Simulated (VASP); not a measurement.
Band structure of AlN (zinc blende). All values below come from revPBE GGA, VASP's PBE PAW potentials (set 64) (plane waves; VASP 6.6.1).

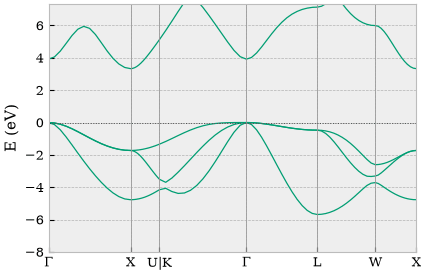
*Bands along high-symmetry lines, zero at the valence-band maximum or, without a gap, the Fermi level*

**Question.** Read the plot: is there a gap, and where are the band edges?

**Answer.** The gap is indirect, 3.33 eV, from the valence maximum at Γ to the conduction minimum at X. (Edges off the drawn lines would not show.)

Measured: gap 5.34 eV (computed value off by -2.01 eV), as given by Daiki Deguchi et al., Japanese Journal of Applied Physics (2016), arXiv:1512.06930.

The compound is AlN in the zinc blende structure, a metastable form; wurtzite is the usual one. It was relaxed first.
